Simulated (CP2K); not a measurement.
# r2SCAN/aug-cc-pVTZ run of [NH2]− (SMILES [NH2-])

Aim: the energy change on altering one bond length of [NH2]− at r2SCAN/aug-cc-pVTZ, from 2 runs. 

The calculation is run with CP2K 2026.2.

## 1. The system as given

The species is [NH2]− (3 atoms), meant as a singlet with charge -1. As SMILES, `[NH2-]`. Geometry: relaxed at PBE0-D4/def2-TZVPD.

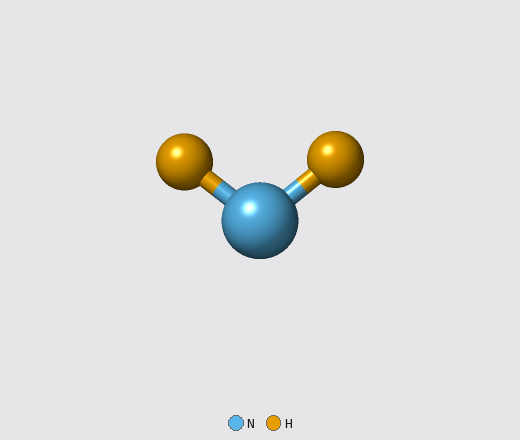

Viewed from a chosen angle; nitrogen blue, hydrogen amber.

## 2. A single-point energy at r2SCAN/aug-cc-pVTZ

The input, molecule.inp:

```
&force_eval
  method Quickstep
  &dft
    basis_set_file_name ./aug_cc_pvtz.basis
    potential_file_name POTENTIAL
    charge -1
    multiplicity 1
    &qs
      method GAPW
      eps_default 1.0E-10
    &end qs
    &mgrid
      cutoff 280
      rel_cutoff 50
      ngrids 4
    &end mgrid
    &poisson
      periodic NONE
      poisson_solver WAVELET
    &end poisson
    &scf
      scf_guess ATOMIC
      eps_scf 1.0E-07
      max_scf 100
      added_mos 3
      &diagonalization
        algorithm STANDARD
      &end diagonalization
      &mixing
        method BROYDEN_MIXING
        alpha 0.3
        nbuffer 4
      &end mixing
    &end scf
    &xc
      &xc_functional
        &mgga_x_r2scan
        &end mgga_x_r2scan
        &mgga_c_r2scan
        &end mgga_c_r2scan
      &end xc_functional
    &end xc
    &print
      &moments
        periodic F
        reference COM
        max_moment 1
      &end moments
      &mo ON
        energies T
        occupation_numbers T
        ndigits 6
        &each
          qs_scf 0
        &end each
        add_last NUMERIC
      &end mo
      &lowdin ON
      &end lowdin
      &hirshfeld OFF
      &end hirshfeld
    &end print
  &end dft
  &subsys
    &cell
      abc [angstrom] 13 13 13
      periodic NONE
    &end cell
    &coord
      N      0.342200    -0.203000     0.168700
      H      0.125500     0.801200     0.156000
      H     -0.467700    -0.598200    -0.324700
    &end coord
    &topology
      &center_coordinates
      &end center_coordinates
    &end topology
    &kind N
      basis_set aug-cc-pVTZ
      potential ALL
      lebedev_grid 194
      radial_grid 100
    &end kind
    &kind H
      basis_set aug-cc-pVTZ
      potential ALL
      lebedev_grid 194
      radial_grid 100
    &end kind
  &end subsys
&end force_eval

&global
  project molecule
  run_type ENERGY
  print_level MEDIUM
&end global
```

On the command line:

```sh
$ OMP_NUM_THREADS=1 cp2k.psmp -i molecule.inp -o molecule.out
```

Log:

```text
CP2K| version string:                                       CP2K version 2026.2
[...]
 GLOBAL| Method name                                                        CP2K
[...]
 GLOBAL| Run type                                                         ENERGY
[...]
 DFT| Spin restricted Kohn-Sham (RKS) calculation                            RKS
 DFT| Multiplicity                                                             1
[...]
 DFT| Charge                                                                  -1
[...]
 FUNCTIONAL| MGGA_X_R2SCAN:
[...]
 FUNCTIONAL| MGGA_C_R2SCAN:
[...]
 QS| Method:                                                                GAPW
[...]
 QS| Density cutoff [a.u.]:                                                140.0
[...]
 QS| Relative density cutoff [a.u.]:                                        25.0
[...]
                             - Atoms:                                          3
[...]
                             - Spherical basis functions:                     92
[...]
 Number of electrons:                                                         10
[...]
     1 NoMix/Diag. 0.30E+00    3.9    33.88347035       -59.0734873844 -5.91E+01
[...]
    56 Broy./Diag. 0.30E+00    4.0     0.00000008       -55.8917170954 -1.64E-09
  *** SCF run converged in    56 steps ***
[...]
  Overlap energy of the core charge distribution:               0.00000024186392
  Self energy of the core charge distribution:                -50.62052466092338
  Core Hamiltonian energy:                                     -6.36493082727264
  Hartree energy:                                              17.39432720784724
  Exchange-correlation energy:                                 -3.36938571183342
[...]
                     Mulliken Population Analysis
 #  Atom  Element  Kind  Atomic population                           Net charge
       1     N        1          8.218131                             -1.218131
       2     H        2          0.890899                              0.109101
       3     H        2          0.890971                              0.109029
 # Total charge                             10.000000                 -1.000000
[...]
  Dipole moment [Debye]
    X= -0.1076816E+01 Y=  0.6389770E+00 Z= -0.5311648E+00  Total=      1.3601323
 ENERGY| Total FORCE_EVAL ( QS ) energy [hartree]            -55.891717095366531
[...]
```

It took 3.6 min on 1 thread of Arm Neoverse V1, shared host; peak memory 1.5 GiB.

## 3. The distorted shape at the same level

The input, molecule.xyz:

```xyz
3

N      0.374704    -0.353627     0.170605
H      0.125500     0.801200     0.156000
H     -0.435196    -0.748827    -0.322795
```

The input, job.inp:

```
&FORCE_EVAL
  METHOD QUICKSTEP
  &DFT
    BASIS_SET_FILE_NAME ./aug_cc_pvtz.basis
    POTENTIAL_FILE_NAME POTENTIAL
    CHARGE -1
    MULTIPLICITY 1
    # Quickstep
    &QS
      METHOD GAPW
      EPS_DEFAULT 1.0E-10
    &END QS
    # real-space grids
    &MGRID
      CUTOFF 280
      REL_CUTOFF 50
      NGRIDS 4
    &END MGRID
    &POISSON
      PERIODIC NONE
      POISSON_SOLVER WAVELET
    &END POISSON
    &SCF
      SCF_GUESS ATOMIC
      EPS_SCF 1.0E-07
      MAX_SCF 100
      ADDED_MOS 3
      &DIAGONALIZATION
        ALGORITHM STANDARD
      &END DIAGONALIZATION
      &MIXING
        METHOD DIRECT_P_MIXING
        ALPHA 0.4
      &END MIXING
    &END SCF
    &XC
      &XC_FUNCTIONAL
        &MGGA_X_R2SCAN
        &END MGGA_X_R2SCAN
        &MGGA_C_R2SCAN
        &END MGGA_C_R2SCAN
      &END XC_FUNCTIONAL
    &END XC
    &PRINT
      &MOMENTS
        PERIODIC F
        REFERENCE COM
        MAX_MOMENT 1
      &END MOMENTS
      &MO ON
        ENERGIES T
        OCCUPATION_NUMBERS T
        NDIGITS 6
        &EACH
          QS_SCF 0
        &END EACH
        ADD_LAST NUMERIC
      &END MO
      &LOWDIN ON
      &END LOWDIN
      &HIRSHFELD OFF
      &END HIRSHFELD
    &END PRINT
  &END DFT
  # atoms, cell and kinds
  &SUBSYS
    &CELL
      ABC [angstrom] 13.2 13.2 13.2
      PERIODIC NONE
    &END CELL
    &TOPOLOGY
      COORD_FILE_NAME molecule.xyz
      COORD_FILE_FORMAT XYZ
      &CENTER_COORDINATES
      &END CENTER_COORDINATES
    &END TOPOLOGY
    &KIND N
      BASIS_SET aug-cc-pVTZ
      POTENTIAL ALL
      LEBEDEV_GRID 194
      RADIAL_GRID 100
    &END KIND
    &KIND H
      BASIS_SET aug-cc-pVTZ
      POTENTIAL ALL
      LEBEDEV_GRID 194
      RADIAL_GRID 100
    &END KIND
  &END SUBSYS
&END FORCE_EVAL

&GLOBAL
  PROJECT job
  RUN_TYPE ENERGY
  PRINT_LEVEL MEDIUM
&END GLOBAL
```

On the command line:

```sh
$ OMP_NUM_THREADS=1 cp2k.psmp job.inp > job.out
```

Log:

```text
CP2K| version string:                                       CP2K version 2026.2
[...]
 GLOBAL| Method name                                                        CP2K
[...]
 GLOBAL| Run type                                                         ENERGY
[...]
 DFT| Spin restricted Kohn-Sham (RKS) calculation                            RKS
 DFT| Multiplicity                                                             1
[...]
 DFT| Charge                                                                  -1
[...]
 FUNCTIONAL| MGGA_X_R2SCAN:
[...]
 FUNCTIONAL| MGGA_C_R2SCAN:
[...]
 QS| Method:                                                                GAPW
[...]
 QS| Density cutoff [a.u.]:                                                140.0
[...]
 QS| Relative density cutoff [a.u.]:                                        25.0
[...]
                             - Atoms:                                          3
[...]
                             - Spherical basis functions:                     92
[...]
 Number of electrons:                                                         10
[...]
     1 P_Mix/Diag. 0.40E+00    4.1    31.52771163       -58.9964999198 -5.90E+01
[...]
    20 DIIS/Diag.  0.45E-07    3.7     0.00000003       -55.8797841486  5.26E-13
  *** SCF run converged in    20 steps ***
[...]
  Overlap energy of the core charge distribution:               0.00000012158173
  Self energy of the core charge distribution:                -50.62052466092338
  Core Hamiltonian energy:                                     -6.52522453300205
  Hartree energy:                                              17.55090660313542
  Exchange-correlation energy:                                 -3.32327052916507
[...]
                     Mulliken Population Analysis
 #  Atom  Element  Kind  Atomic population                           Net charge
       1     N        1          8.198329                             -1.198329
       2     H        2          0.911369                              0.088631
       3     H        2          0.890303                              0.109697
 # Total charge                             10.000000                 -1.000000
[...]
  Dipole moment [Debye]
    X= -0.9386423E+00 Y=  0.2921115E+00 Z= -0.4915109E+00  Total=      1.0990730
 ENERGY| Total FORCE_EVAL ( QS ) energy [hartree]            -55.879784148570678
[...]
```

It took 79 s on 1 thread of Arm Neoverse V1, shared host; peak memory 1 GiB.

## 4. What came out

Level: r2SCAN/aug-cc-pVTZ.

```
                                                          quantity         value
                                         first shape: total energy  -55.89172 Eh
                                          first shape: HOMO energy       2.44 eV
                                          first shape: LUMO energy       3.85 eV
first shape: HOMO–LUMO gap (to an unbound level, set by the basis)       1.41 eV
                                     distorted shape: total energy  -55.87978 Eh
                                      distorted shape: HOMO energy       2.39 eV
                                      distorted shape: LUMO energy       3.81 eV
 energy change with the N1–H2 bond stretched from 1.027 to 1.181 Å      0.325 eV
```

With the N1–H2 bond stretched from 1.027 to 1.181 Å the energy rises by 0.32 eV (7.5 kcal/mol). The first shape isn't relaxed at this level, so the change isn't measured from a minimum. The HOMO (first shape) lies at positive energy, 2.44 eV, as semi-local functionals often give for anions; only total energies tell whether the electron is bound. The HOMO (distorted shape) lies at positive energy, 2.39 eV, as semi-local functionals often give for anions; only total energies tell whether the electron is bound.
